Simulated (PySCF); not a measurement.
SMILES CS[SiH2]O (CH6OSSi), PBE/def2-SVP optimised geometry. Atoms within 1.6 Å of the plane z = 0.6 Å (x, y, z in Å): C1 (1.63, -0.86, 0.00), S2 (-0.20, -0.86, 0.00), Si3 (-0.63, 1.25, 0.00), H5 (2.04, -0.16, 0.75), H6 (2.04, -0.62, -1.00), H7 (1.95, -1.89, 0.27), H8 (0.36, 1.89, 0.94), H9 (-2.04, 1.36, 0.47).

Computed with PBE/def2-TZVP (PySCF).

Map of the electron localisation function on the plane z = 0.6 Å:

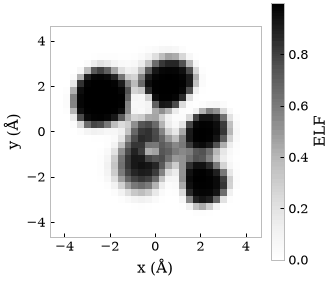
Figure: Electron localisation function on the plane z = 0.6 Å.
